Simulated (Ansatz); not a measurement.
## Exact exchange and the HOMO–LUMO gap of CH8Si2

CH8Si2 has 11 atoms, charge 0, and is taken as a singlet. SMILES: `[SiH3]C[SiH3]`. Geometry: relaxed at PBE0-D4/def2-TZVP.

The HOMO–LUMO gap y, in eV, basis def2-SVP; a is the functional's share of exact exchange. Programs: Ansatz 0.2.0.

```
functional  program     a  y (eV)
    revPBE   Ansatz     0    7.51
      BLYP   Ansatz     0    7.41
     B3LYP   Ansatz   0.2       ?
   r2SCAN0   Ansatz  0.25    9.95
      PBE0   Ansatz  0.25    9.53
     BHLYP   Ansatz   0.5   11.57
```

Problem. Fit y = c + s·a to the known rows and predict B3LYP.

Solution. 
1. Means of the 5 rows: a = 0.2000, y = 9.194.
2. Σ(Δa)² = 0.175, Σ(Δa·Δy) = 1.461, so the slope is 1.461/0.175 = 8.3486.
3. Intercept: 9.194 − (8.3486) × 0.2000 = 7.524. The largest residual of the fit is 0.34.
4. B3LYP: 7.524 + (8.3486) × 0.2 = 9.19 eV.

The run gave 9.09 eV, so the prediction is off by +0.10 eV, within the scatter of the fit. Exact exchange lowers occupied levels and raises empty ones. The rows mix families of semi-local functionals, which the line can't see.

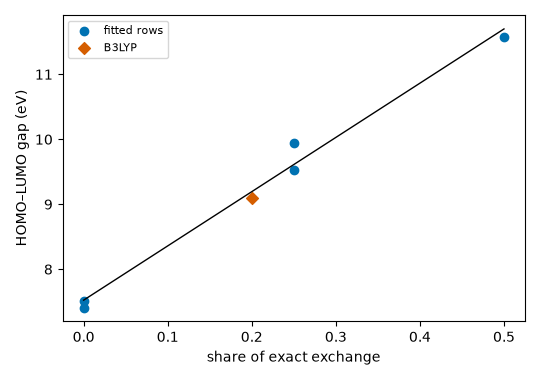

The fitted line, with the withheld row.
